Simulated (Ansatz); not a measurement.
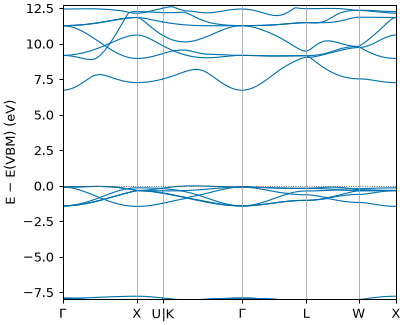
Fig. 1. Band structure from PBE in the plane-wave PAW code Ansatz

Question: Read off the gap and where the band edges lie.

Answer: About 6.7 eV (6.73 eV by a search for the band edges); maximum on the K–Γ line, 39 % of the way from K, minimum at Γ.

The material is BaF2 (fluorite, Fm-3m).

The cell was relaxed with PBE under the symmetry of its start. Scalar-relativistic: spin–orbit coupling is off unless named, which matters more the heavier the elements.

Potentials: the later of the program's two PAW sets.
